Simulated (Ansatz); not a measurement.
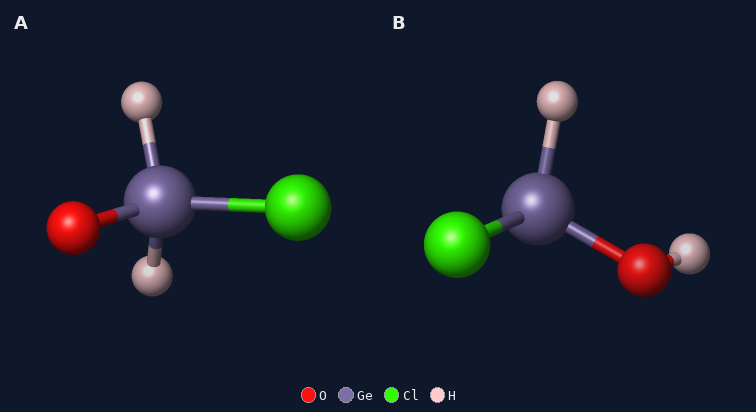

2 stationary structures of one formula. State: neutral, doublet. Geometries: PBE-D4/def2-SVP. Electronic energies: PBE-D4/def2-SVP (Ansatz 0.2.0), without zero-point energy. No frequency run is at hand to confirm each as a minimum.

Are they conformers, stereoisomers or constitutional isomers?

They are constitutional isomers of ClGeH2O: A `[O][GeH2][Cl]`, B `[OH][GeH][Cl]`.

Which structure is the most stable?

B is lowest (C1); A lies 1.542 eV above it (Cs).
